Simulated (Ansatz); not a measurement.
Al7H22Sb6 (charge −1)

Input file:

```
crystal:
  periodic: [false, false, false]
  atoms:
    - {symbol: Al, position_ang: [-2.184800, -4.078749, -0.405238]}
    - {symbol: Sb, position_ang: [-4.119459, -2.375513, 0.474132]}
    - {symbol: Al, position_ang: [-4.624716, 0.154806, -0.396673]}
    - {symbol: Al, position_ang: [2.178746, -4.081327, -0.407373]}
    - {symbol: Sb, position_ang: [-0.002202, -2.508495, -0.090820]}
    - {symbol: Al, position_ang: [-0.001193, 0.000577, -1.082290]}
    - {symbol: Sb, position_ang: [-2.171067, 1.255519, -0.084056]}
    - {symbol: Al, position_ang: [-2.440692, 3.931516, -0.395298]}
    - {symbol: Sb, position_ang: [4.116117, -2.382381, 0.471844]}
    - {symbol: Al, position_ang: [4.624518, 0.147727, -0.398401]}
    - {symbol: Sb, position_ang: [2.172794, 1.252612, -0.089082]}
    - {symbol: Al, position_ang: [2.446033, 3.927611, -0.404327]}
    - {symbol: Sb, position_ang: [0.004834, 4.755820, 0.473427]}
    - {symbol: H, position_ang: [-2.117883, -5.329898, 0.605615]}
    - {symbol: H, position_ang: [-2.466112, -4.290667, -1.975227]}
    - {symbol: H, position_ang: [-5.610144, -3.234535, 0.590071]}
    - {symbol: H, position_ang: [-3.893543, -2.247404, 2.172573]}
    - {symbol: H, position_ang: [-4.950181, 0.021234, -1.966978]}
    - {symbol: H, position_ang: [-5.672797, 0.838123, 0.616033]}
    - {symbol: H, position_ang: [2.110496, -5.334236, 0.601005]}
    - {symbol: H, position_ang: [2.458054, -4.290608, -1.978293]}
    - {symbol: H, position_ang: [-0.001205, -2.214067, 1.604264]}
    - {symbol: H, position_ang: [-0.003320, 0.001267, -2.686037]}
    - {symbol: H, position_ang: [-1.913512, 1.103510, 1.610151]}
    - {symbol: H, position_ang: [-2.491276, 4.281357, -1.965224]}
    - {symbol: H, position_ang: [-3.552705, 4.498194, 0.620715]}
    - {symbol: H, position_ang: [5.605904, -3.244045, 0.587378]}
    - {symbol: H, position_ang: [3.889838, -2.254546, 2.170408]}
    - {symbol: H, position_ang: [4.952251, 0.013648, -1.968150]}
    - {symbol: H, position_ang: [5.672005, 0.829584, 0.615978]}
    - {symbol: H, position_ang: [1.916071, 1.107048, 1.605884]}
    - {symbol: H, position_ang: [2.489733, 4.276287, -1.974665]}
    - {symbol: H, position_ang: [3.564226, 4.493535, 0.605890]}
    - {symbol: H, position_ang: [0.010134, 4.498213, 2.172787]}
    - {symbol: H, position_ang: [0.005852, 6.477082, 0.589678]}
basis:
  gaussian: {orbitals: def2-TZVP, fitting: {mean_field: def2-universal-jkfit}, initial_orbitals: start.molden}
total_charge: -1
hamiltonian: {xc: pbe0, dispersion: d4}
scf: {omitted_lower_state_checks: [starts]}
output: {forces: true, orbitals: {seedname: orbitals}}
```

Run with:

```sh
ansatz run in.yaml --threads 2 --pin off --events-out ev --progress --plain --max-ram 22528MiB --backend cuda --devices 0, --max-vram 18GiB
```

Geometry: PBE-D4/def2-SVP; core potentials replace the inner electrons of Sb.

Level of theory: Ansatz, RKS PBE0-D4/def2-TZVP.

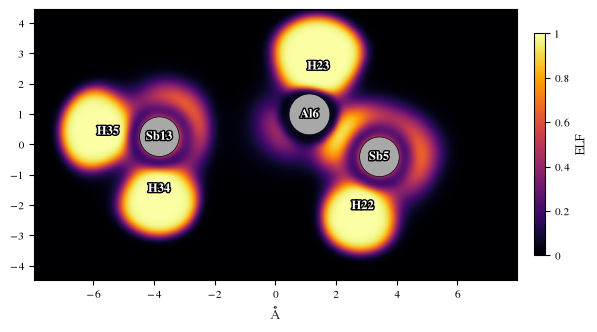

Figure 1. ELF on the plane of atoms Al6, Sb5 and H22. Grey discs cover the atomic cores.

Question: Describe what can be read from this map.

Answer:
- The section cuts through Sb, Al and H sites.
- Al–Sb (2.70 Å): the ELF peaks at about 0.90 between the atoms: a covalent bond.
- Al–H (1.60 Å): the ELF climbs to about 1 towards the hydrogen.
- Sb–H (1.72 Å): the ELF climbs to about 1 towards the hydrogen.

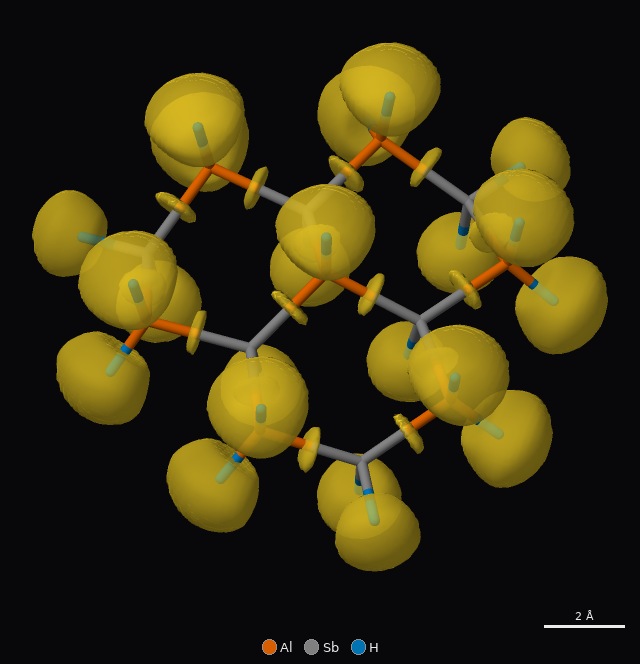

Figure 2. Isosurface of the electron localisation function at 0.85 (yellow), seen at a tilt. Core shells and regions of very low density are left out.

Question: Describe the localisation domains.

Answer: The surface consists of 15 regions between bonded Al–Sb atoms (shared pairs) and 22 regions around hydrogen nuclei.

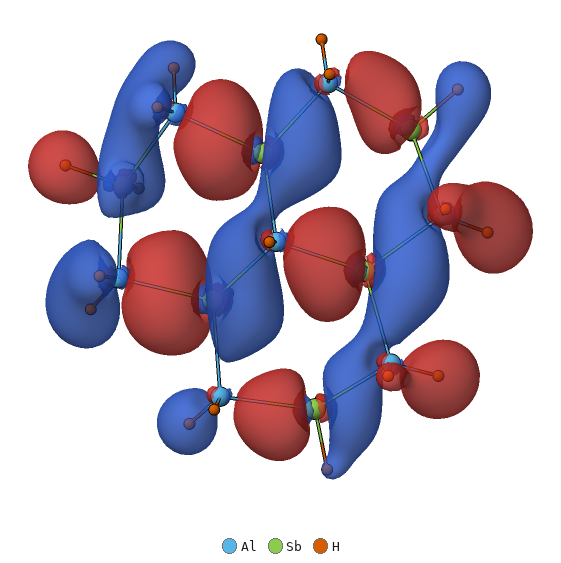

Figure 3. The HOMO−1 at ±0.03 Å⁻³ᐟ² (blue and red are the two phases), seen across its widest extent.

Question: What is the character of this orbital?

Answer: By Hirshfeld shares it lies mainly on Sb11 (about 15 %), Sb5 (about 15 %), Sb7 (about 15 %) and Al6 (about 5 %). It is one of a degenerate set, so its orientation is arbitrary. Its energy is −4.31 eV.
